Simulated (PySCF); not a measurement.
# Cl2H2O2Si, SMILES `O[Si](O)(Cl)Cl`: electronic structure

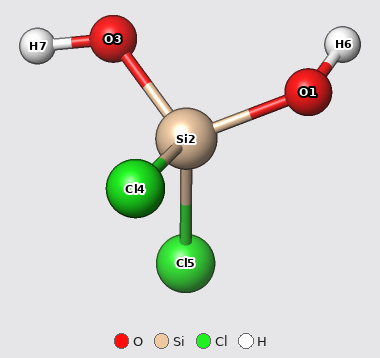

The molecule, with its atoms numbered as below. No frequency check shows the geometry to be a minimum.

Coordinates in Å:

```
O1       0.1119    1.2274   -1.3244
Si2      0.0081    0.3171    0.0000
O3      -0.0618    1.3265    1.2673
Cl4      1.6545   -0.8129    0.0186
Cl5     -1.6540   -0.8294   -0.0350
H6      -0.3993    2.0261   -1.4337
H7      -0.1238    1.0240    2.1699
```

Part 1: Bonding charge

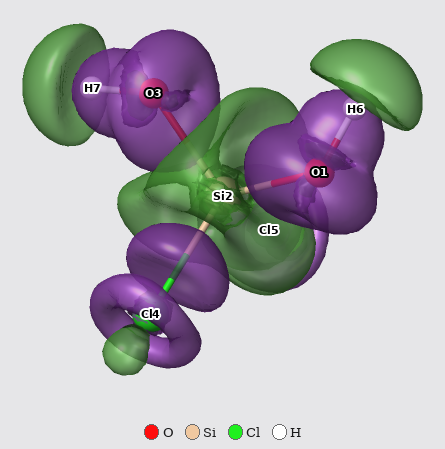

Deformation density (molecule less spherical, spin-averaged free atoms at the same positions), surfaces at ±0.05 e/Å³; purple: gain, green: loss.

PySCF calculation, ωB97X/def2-TZVP, gas phase; geometry: GFN2-xTB.

**How much density has each bond gained at its critical point, relative to the free atoms?**

O3–H7: +0.83 e/Å³ at the bond critical point (bond length 0.95 Å, Mayer order 0.9). O1–H6: +0.82 e/Å³ at the bond critical point (bond length 0.95 Å, Mayer order 0.9). O1–Si2: +0.16 e/Å³ at the bond critical point (bond length 1.61 Å, Mayer order 1.3). Si2–O3: +0.15 e/Å³ at the bond critical point (bond length 1.62 Å, Mayer order 1.2). Si2–Cl4: +0.12 e/Å³ at the bond critical point (bond length 2.00 Å, Mayer order 1.2). Si2–Cl5: +0.10 e/Å³ at the bond critical point (bond length 2.02 Å, Mayer order 1.2). In all, 1.7 electrons gather in the regions of gain relative to the promolecule. A small or negative value marks a very polar bond, one between electron-rich atoms, whose free-atom densities already overlap strongly, a long bond to a heavier atom, or a closed-shell contact such as a hydrogen bond.

**Where do the Hirshfeld charges lie?**

The highest Hirshfeld charge is on Si2 (+0.45 e), the lowest on O3 (−0.32 e).

Part 2: Bond critical points

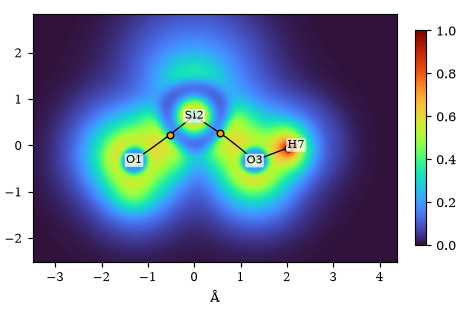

Localised orbital locator (LOL) in the plane of O1, Si2, O3 and H7, with bond paths and bond critical points (dots).

**What values does LOL take at the bond critical points in this plane?**

O3–H7: about 0.88; O1–Si2: about 0.30; Si2–O3: about 0.30. Values above 0.5 mark slow, localised electrons, as in shared pairs; low values at a critical point mark a polar or closed-shell contact whose critical point lies between the shells.

**Where along O3–H7 does the critical point lie?**

0.77 Å from O3 and 0.18 Å from H7.

Part 3: Electrostatic potential

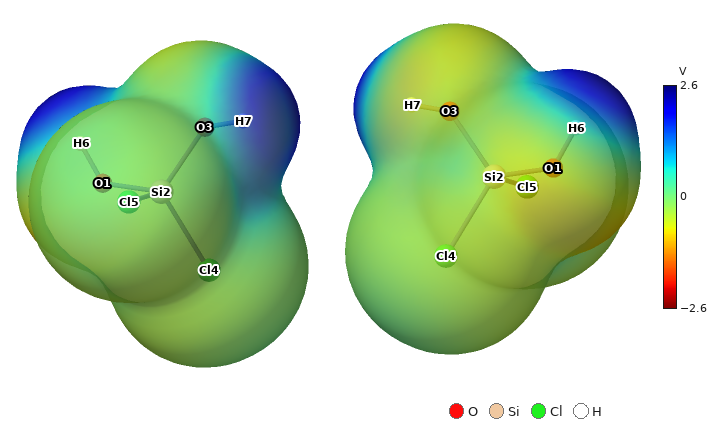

Electrostatic potential on the surface of electron density 0.001 a.u. (back view left, front view right).

**Where are the extremes of the potential on the surface?**

Highest: 2.50 V, 1.2 Å from H7. Further maxima include 0.23 V, off the O1–Si2 bond (2.2 Å from its atoms); 0.12 V, 2.0 Å from Cl4. Lowest: −1.05 V, 1.8 Å from O1. Further minima include −0.75 V, 1.8 Å from O3; −0.38 V, 2.1 Å from Cl5. The surface is sampled at points, so like sites can differ by a few per cent and only the strongest of them is named.

**Does Cl4 carry a σ-hole?**

Yes: a local maximum of +0.12 V lies on the extension of the Si2–Cl4 bond.

Part 4: In an electric field

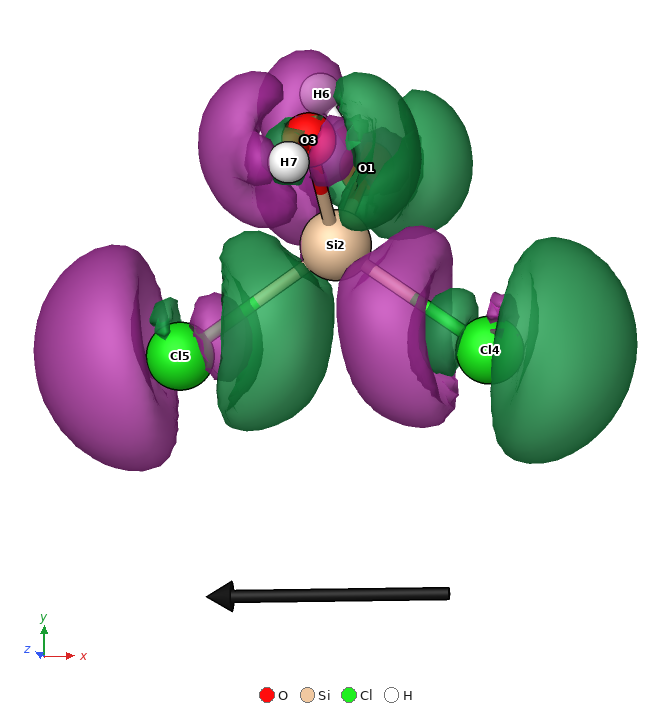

Change of the electron density in a uniform field of 0.21 V/Å along −x (arrow), surfaces at ±0.0015 e/Å³ (green: gain, purple: loss).

Level of theory: ωB97X/def2-TZVP (PySCF), at a geometry from GFN2-xTB. A basis without diffuse functions makes polarisabilities too small.

The field was applied in both directions; the picture shows the one opposite to the script's first.

**How large is the response?**

The induced dipole is 0.57 D (along the field); α along this axis, from the fields in both directions, is 56 bohr³ (8.3 Å³).

Part 5: Removing or adding an electron

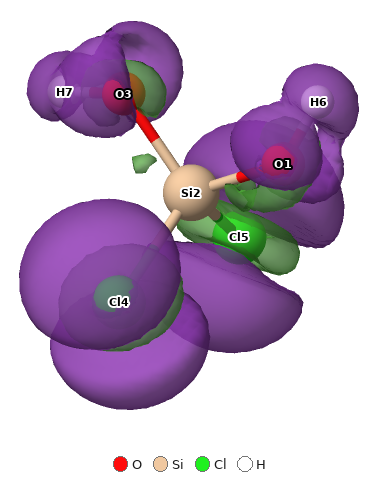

Fukui function f⁻ = ρ(N) − ρ(N−1) at fixed geometry, surfaces at ±0.015 e/Å³ (purple positive, green negative).

Computed with PySCF, ωB97X/def2-TZVP, geometry: GFN2-xTB.

**On which atoms does the density change most on removal of an electron?**

f⁻ (Hirshfeld-condensed) is largest on Cl5 (0.37) and Cl4 (0.35); the vertical ionisation energy is 11.81 eV (the stability of the cation's solution wasn't checked). Condensed values hint at sites of electrophilic attack but needn't mark the atom that reacts. Shares this close don't rank the sites. Orbital relaxation makes it negative in places (0.15 e in all).

| atom | f⁻ | charge |
| --- | --- | --- |
| O1 | +0.06 | −0.31 |
| Si2 | +0.07 | +0.45 |
| O3 | +0.08 | −0.32 |
| Cl4 | +0.35 | −0.09 |
| Cl5 | +0.37 | −0.12 |
| H6 | +0.04 | +0.20 |
| H7 | +0.04 | +0.19 |
